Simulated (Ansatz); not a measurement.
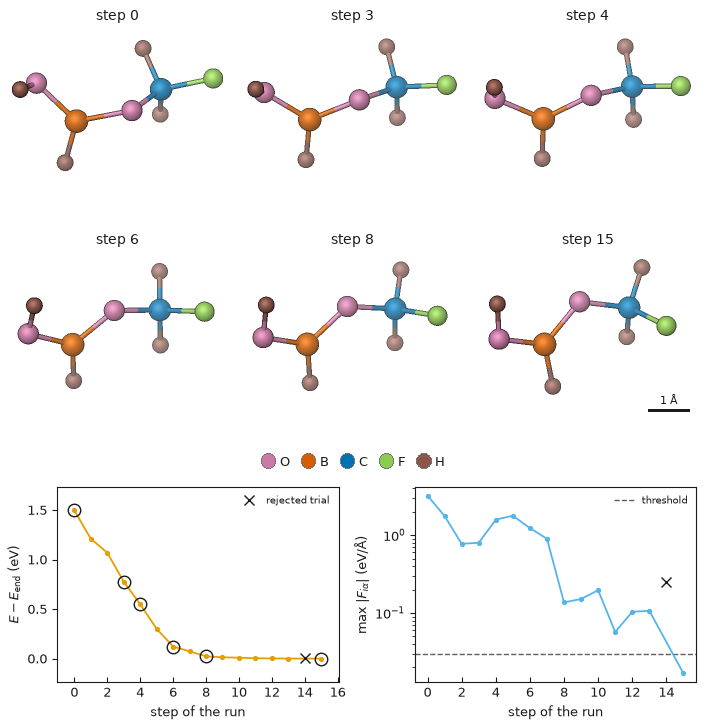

Frames of a relaxation of CH$_{4}$BFO$_{2}$ (coarse preliminary run), marked on the history of the run. Style: ball-and-stick. Shown at a tilt.

The start comes from a force field.

Level of theory: Ansatz 0.2.0, RKS PBE-D4/def2-SVP. (force threshold 0.03 eV/Å; at most 200 steps)

**What happens along the run?**

The energy falls by 1.496 eV in 14 accepted moves (15 points after the start). The largest force component goes from 3.2 to 0.017 eV/Å. The line search rejected the trial step at point 14 of the run. The largest move after the best rigid fit is that of an O atom, 1.11 Å. Largest moves by element: O 1.11 Å, F 0.82 Å, H 0.77 Å, C 0.21 Å, B 0.06 Å. Among the contacts that change: B–O 1.475 → 1.381 Å, C–O 1.331 → 1.393 Å, B–O 1.399 → 1.356 Å, C–H 1.150 → 1.112 Å. Among the angles between lasting bonds that change: B–O–C 111.6° → 120.6°, H–C–H 105.9° → 110.9°, O–C–F 113.6° → 110.0°. Groups turn about B–O by about 95°, C–O by about 90°, B–O by about 90°. Cost: 22 s on 2 threads of Arm Neoverse V2 (shared host). From step 0 to 3: O atoms move most (0.33 Å), energy −0.718 eV. From step 3 to 4: an O atom moves most (0.19 Å), energy −0.229 eV. From step 4 to 6: an O atom moves most (0.36 Å), energy −0.427 eV. From step 6 to 8: an O atom moves most (0.17 Å), energy −0.099 eV. From step 8 to 15: an H atom moves most (0.30 Å), energy −0.023 eV.
